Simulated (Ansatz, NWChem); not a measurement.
# C3H8O2 (dimethoxymethane): a line through the functionals

C3H8O2: 13 atoms, total charge 0, spin state singlet. SMILES: `COCOC`. The shape is that of a PBE0-D4/def2-TZVP optimisation. This is one conformer, not always the lowest.

The HOMO–LUMO gap y, in eV, basis cc-pVDZ; a is the functional's share of exact exchange. Programs: Ansatz 0.2.0, NWChem 7.3.0.

| functional | program | a | y (eV) |
| --- | --- | --- | --- |
| BLYP | Ansatz | 0 | 6.99 |
| TPSS | NWChem | 0 | 7.53 |
| B3LYP | Ansatz | 0.2 | ? |
| PBE0 | Ansatz | 0.25 | 9.71 |
| BHLYP | Ansatz | 0.5 | 12.03 |

Question: Fit y = c + s·a to the known rows and predict B3LYP.

Answer: 
1. Means of the 4 rows: a = 0.1875, y = 9.065.
2. Σ(Δa)² = 0.17188, Σ(Δa·Δy) = 1.6437, so the slope is 1.6437/0.17188 = 9.5631.
3. Intercept: 9.065 − (9.5631) × 0.1875 = 7.272. The largest residual of the fit is 0.28.
4. B3LYP: 7.272 + (9.5631) × 0.2 = 9.18 eV.

The run gave 9.06 eV, so the prediction is off by +0.12 eV, within the largest residual. Exact exchange lowers occupied levels and raises empty ones. The rows mix families of semi-local functionals, which the line can't see.

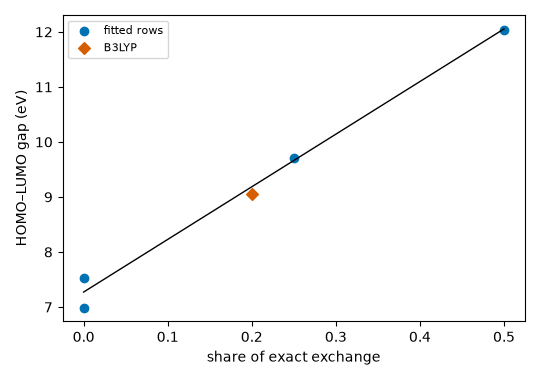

The fitted line, with the withheld row.
